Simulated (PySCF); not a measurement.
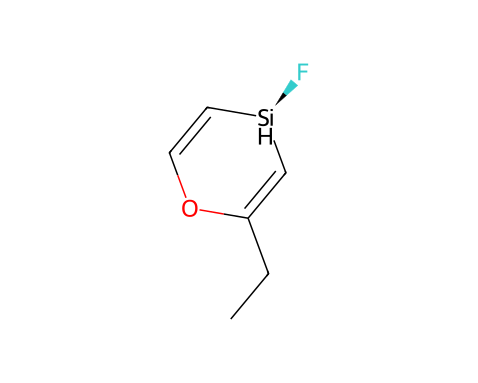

Computed geometry: GFN2-xTB optimisation. No frequency run is at hand to confirm it as a minimum. Method: PBE0/pcSseg-1, gas phase (PySCF 2.14.0).

What does the calculation give?

The species is C₆H₉FOSi (`CCC1=C[Si@H](F)C=CO1`).
- dipole moment: 2.40 D
- HOMO energy (Kohn–Sham orbital): −7.23 eV
- LUMO energy (Kohn–Sham orbital): −0.44 eV
- HOMO–LUMO gap: 6.78 eV

The geometry is semi-empirical. Around Si such bond lengths and angles can be off by a tenth of an ångström or more and by several degrees, and values that hang on the shape move with them.
